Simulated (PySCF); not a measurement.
**InH3 (SMILES [H][In]([H])[H]): B2PLYP/LANL2DZ (core potential)**

What is the vertical ionisation energy of InH3 at B2PLYP/LANL2DZ (core potential)? Input form: a Python script.

The calculation is run with PySCF 2.14.0.

6 further runs of the same task are left out: 6 set aside as unsound or not needed.

## 1. The molecule

InH3: 4 atoms, total charge 0, spin state singlet. As SMILES, `[H][In]([H])[H]`. The shape comes from GFN2-xTB, which is rough for such elements, and wasn't checked as a minimum.

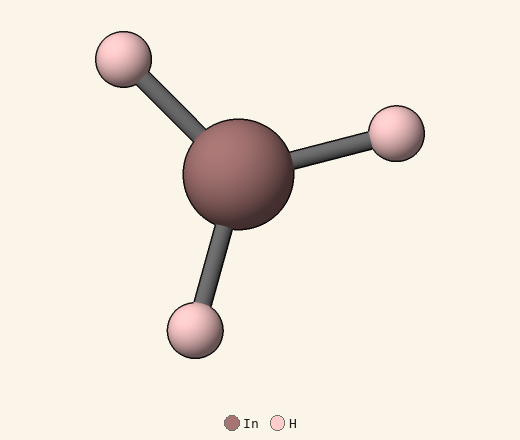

The structure, seen from a chosen angle (indium brown, hydrogen pink).

## 2. The energy at B2PLYP/LANL2DZ (core potential)

File calc.py:

```python
from pyscf import gto, dft, mp

mol = gto.Mole()
mol.atom = [
    ('In', (0.000640, -0.000740, -0.000540)),
    ('H', (1.718930, -0.027790, 0.013510)),
    ('H', (-0.834510, 1.501400, -0.017780)),
    ('H', (-0.885060, -1.472880, 0.004810)),
]
mol.ecp = {'In': 'lanl2dz'}
mol.verbose = 4
mol.max_memory = 1860
mol.basis = 'lanl2dz'
mol.charge = 0
mol.build()

myscf = dft.RKS(mol, xc='0.53*HF + 0.47*B88, 0.73*LYP')
myscf.conv_tol = 1e-10
myscf.grids.level = 5
myscf.kernel()
if not myscf.converged:
    myscf = myscf.newton().run(myscf.mo_coeff, myscf.mo_occ)

pt = mp.MP2(myscf).run()
etot = myscf.e_tot + 0.27 * pt.e_corr
print('PT2 part  %.8f' % (0.27 * pt.e_corr))
print('E(%s) = %.9f' % ('B2PLYP', etot))
```

Run with:

```sh
$ OMP_NUM_THREADS=1 python calc.py
```

What it wrote:

```text
PySCF version 2.14.0

[INPUT] num. atoms = 4
[INPUT] num. electrons = 6
[INPUT] charge = 0
[INPUT] spin (= nelec alpha-beta = 2S) = 0
[INPUT] symmetry False subgroup None
[INPUT] Mole.unit = angstrom
[INPUT] Symbol           X                Y                Z      unit          X                Y                Z       unit  Magmom
[INPUT]  1 In     0.000640000000  -0.000740000000  -0.000540000000 AA    0.001209424720  -0.001398397332  -0.001020452107 Bohr   0.0
[INPUT]  2 H      1.718930000000  -0.027790000000   0.013510000000 AA    3.248306927299  -0.052515489002   0.025530199943 Bohr   0.0
[INPUT]  3 H     -0.834510000000   1.501400000000  -0.017780000000 AA   -1.576995348211   2.837234803422  -0.033599330495 Bohr   0.0
[INPUT]  4 H     -0.885060000000  -1.472880000000   0.004810000000 AA   -1.672521003808  -2.783339814349   0.009089582659 Bohr   0.0

nuclear repulsion = 3.30479064964166
number of shells = 10
number of NR pGTOs = 24
number of NR cGTOs = 14
basis = lanl2dz
ecp = {'In': 'lanl2dz'}

******** <class 'pyscf.dft.rks.RKS'> ********
method = RKS
initial guess = minao
damping factor = 0
level_shift factor = 0
DIIS = <class 'pyscf.scf.diis.CDIIS'>
diis_start_cycle = 1
diis_space = 8
diis_damp = 0
SCF conv_tol = 1e-10
SCF conv_tol_grad = None
SCF max_cycles = 50
direct_scf = True
direct_scf_tol = 1e-13
XC library pyscf.dft.libxc version 7.0.0
    S. Lehtola, C. Steigemann, M. J.T. Oliveira, and M. A.L. Marques.,  SoftwareX 7, 1–5 (2018)
XC functionals = 0.53*HF + 0.47*B88, 0.73*LYP
    A. D. Becke.,  Phys. Rev. A 38, 3098 (1988)
    C. Lee, W. Yang, and R. G. Parr.,  Phys. Rev. B 37, 785 (1988)
    B. Miehlich, A. Savin, H. Stoll, and H. Preuss.,  Chem. Phys. Lett. 157, 200 (1989)
radial grids:
    Treutler-Ahlrichs [JCP 102, 346 (1995); DOI:10.1063/1.469408] (M4) radial grids

becke partition: Becke, JCP 88, 2547 (1988); DOI:10.1063/1.454033
pruning grids: <function nwchem_prune>
grids dens level: 5
symmetrized grids: False
atomic radii adjust function: <function treutler_atomic_radii_adjust>
small_rho_cutoff = 0
Set gradient conv threshold to 1e-05
Initial guess from minao.
tot grids = 117952
init E= 5.44900142114802
  HOMO = -0.242728848984224  LUMO = 0.0149988890153531  gap/eV = 7.01313
cycle= 1 E= -3.54016563840646  delta_E= -8.99  |g|= 0.22  |ddm|= 2.19
  HOMO = -0.347551754850906  LUMO = -0.0521495686520157  gap/eV = 8.03830
cycle= 2 E= -3.56458723820811  delta_E= -0.0244  |g|= 0.0244  |ddm|= 0.441
  HOMO = -0.345017075178036  LUMO = -0.0348571090045511  gap/eV = 8.43988
cycle= 3 E= -3.56487627842585  delta_E= -0.000289  |g|= 0.00185  |ddm|= 0.0369
  HOMO = -0.343572979517003  LUMO = -0.0343437345697694  gap/eV = 8.41456
cycle= 4 E= -3.56487889733462  delta_E= -2.62e-06  |g|= 0.000237  |ddm|= 0.00417
  HOMO = -0.343598264663731  LUMO = -0.0343423890718065  gap/eV = 8.41528
cycle= 5 E= -3.56487895883733  delta_E= -6.15e-08  |g|= 3.66e-06  |ddm|= 0.00086
  HOMO = -0.343601191053796  LUMO = -0.0343444467914175  gap/eV = 8.41530
cycle= 6 E= -3.56487895884872  delta_E= -1.14e-11  |g|= 7.01e-07  |ddm|= 1.19e-05
  HOMO = -0.343601501661696  LUMO = -0.0343443834157819  gap/eV = 8.41531
Extra cycle  E= -3.56487895884898  delta_E= -2.58e-13  |g|= 1.31e-07  |ddm|= 1.56e-06
converged SCF energy = -3.56487895884898

******** <class 'pyscf.mp.mp2.RMP2'> ********
nocc = 3, nmo = 14
E(RMP2) = -3.61601160040692  E_corr = -0.0511326415579415
E(SCS-RMP2) = -3.62504087208106  E_corr = -0.0601619132320813
E_corr(same-spin) = -0.00138144996628668
E_corr(oppo-spin) = -0.0497511915916548
PT2 part  -0.01380581
E(B2PLYP) = -3.578684772
```

Wall time 1.5 s (1 thread of Arm Neoverse V1, shared host); peak memory 0.16 GiB.

## 3. The doublet cation at the same level

File calc.py:

```python
from pyscf import gto, dft, mp

mol = gto.Mole()
mol.atom = '''
In       0.000640      -0.000740      -0.000540
H        1.718930      -0.027790       0.013510
H       -0.834510       1.501400      -0.017780
H       -0.885060      -1.472880       0.004810
'''
mol.basis = 'lanl2dz'
mol.ecp = {'In': 'lanl2dz'}
mol.max_memory = 1860
mol.charge = 1
mol.verbose = 3
mol.spin = 1
mol.build()

ks = dft.UKS(mol)
ks.xc = '0.53*HF + 0.47*B88, 0.73*LYP'
ks.grids.level = 5
ks.conv_tol = 1e-10
ks.kernel()
if not ks.converged:
    ks = ks.newton().run(ks.mo_coeff, ks.mo_occ)

pt = mp.MP2(ks).run()
e_final = ks.e_tot + 0.27 * pt.e_corr
print('PT2 part  %.8f' % (0.27 * pt.e_corr))
print(f'total energy: {e_final:.8f} hartree')
```

Run with:

```sh
$ OMP_NUM_THREADS=1 python calc.py
```

What it wrote:

```text
converged SCF energy = -3.17261227673412  <S^2> = 0.7740173  2S+1 = 2.0238748
E(UMP2) = -3.21956261592399  E_corr = -0.046950339189863
E(SCS-UMP2) = -3.22791004345187  E_corr = -0.0552977667177421
PT2 part  -0.01267659
total energy: -3.18528887 hartree
```

Wall time 3.3 s (1 thread of Arm Neoverse V1, shared host); peak memory 0.17 GiB.

## 4. What came out

Level: B2PLYP/LANL2DZ (core potential).

| quantity | value |
| --- | --- |
| singlet InH3: total energy | -3.57868 Eh |
| singlet InH3: dipole moment (SCF part) | 0.01 D |
| singlet InH3: HOMO energy (SCF part's orbitals) | -9.35 eV |
| singlet InH3: LUMO energy (SCF part's orbitals) | -0.93 eV |
| singlet InH3: HOMO–LUMO gap (SCF part's orbitals) | 8.42 eV |
| doublet cation: total energy | -3.18529 Eh |
| doublet cation: HOMO energy (SCF part's orbitals) (highest over α and β) | -15.41 eV |
| doublet cation: LUMO energy (SCF part's orbitals) (lowest over α and β) | -12.04 eV |
| doublet cation: ⟨S²⟩ | 0.774 |
| vertical ionisation energy (to the doublet cation) | 10.705 eV |

What this shows: The vertical ionisation energy comes to 10.70 eV (247 kcal/mol). −ε(HOMO) before ionisation, 9.35 eV, is 1.35 eV below this ionisation energy. Mulliken charges (doublet cation) run from +0.01 on H4 to +0.82 on In1; they depend strongly on the basis.
